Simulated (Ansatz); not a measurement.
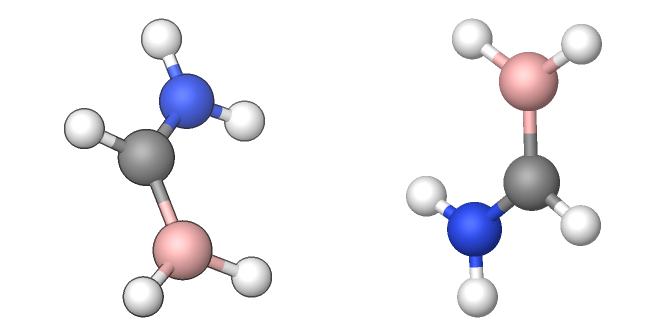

The same structure drawn twice, from different directions. Colours: boron pink, carbon grey, nitrogen blue, hydrogen white.

State: neutral, doublet.

Count the atoms of each element.

CH5BN, 8 atoms: 1 carbon, 5 hydrogen, 1 boron and 1 nitrogen.

Which point group does it belong to?

Cs.

More results for the same structure follow; atom numbers are the same in all pictures, views and colours differ. The geometry was computed by an optimisation with PBE0-D4/def2-TZVP. No frequency run is at hand to confirm it as a minimum.

## Geometry

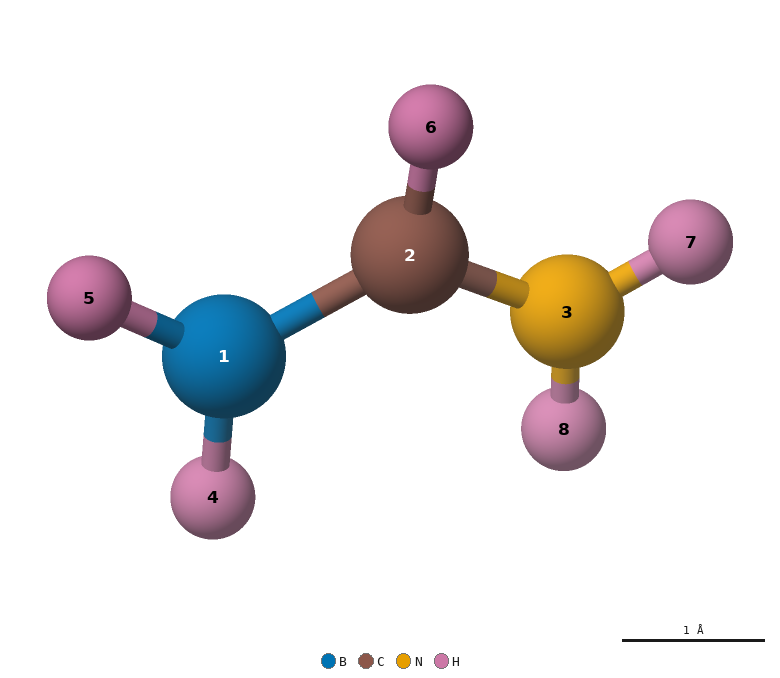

Numbered structure. No frequency run is at hand to confirm it as a minimum.

Estimate the angles C2–B1–H4, C2–B1–H5, H4–B1–H5, B1–C2–N3, B1–C2–H6, N3–C2–H6, C2–N3–H7, C2–N3–H8, H7–N3–H8.

```
   angle  degrees
C2–B1–H4    119.0
C2–B1–H5    120.3
H4–B1–H5    120.7
B1–C2–N3    123.7
B1–C2–H6    123.2
N3–C2–H6    113.1
C2–N3–H7    122.7
C2–N3–H8    119.7
H7–N3–H8    117.6
```

## Electronic properties

No frequency run is at hand to confirm it as a minimum. Method: UHF-CCSD(T), frozen core/def2-TZVPP (Ansatz 0.2.0).

What is the T1 diagnostic?

0.017.

Estimate the ⟨S²⟩ of the determinant.

0.760.

## Dipole moment

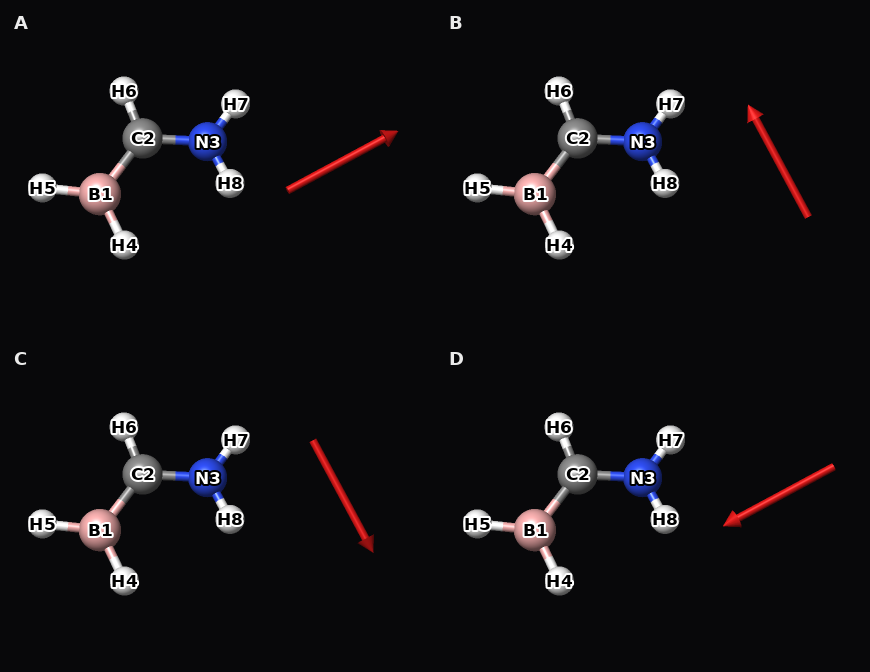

The same molecule four times, each with an arrow. No frequency run is at hand to confirm it as a minimum. Properties computed with UKS PBE0-D4/def2-TZVP (Ansatz 0.2.0).

Which arrow points along the dipole moment, from the negative to the positive end?

A. The dipole moment is 3.73 D; it points from the side of H5 to the side of H7 (the outermost atoms at the two ends).

## Charges

The questions are on Mulliken charges. No frequency run is at hand to confirm it as a minimum. Method: UKS PBE0-D4/def2-TZVP (Ansatz 0.2.0).

List the Mulliken charges.

```tsv
atom	value (e)
B1	−0.18
C2	−0.05
N3	−0.37
H4	−0.03
H5	−0.01
H6	0.12
H7	0.25
H8	0.25
```

Mulliken values depend strongly on the basis set and can even reverse the polarity of a bond.
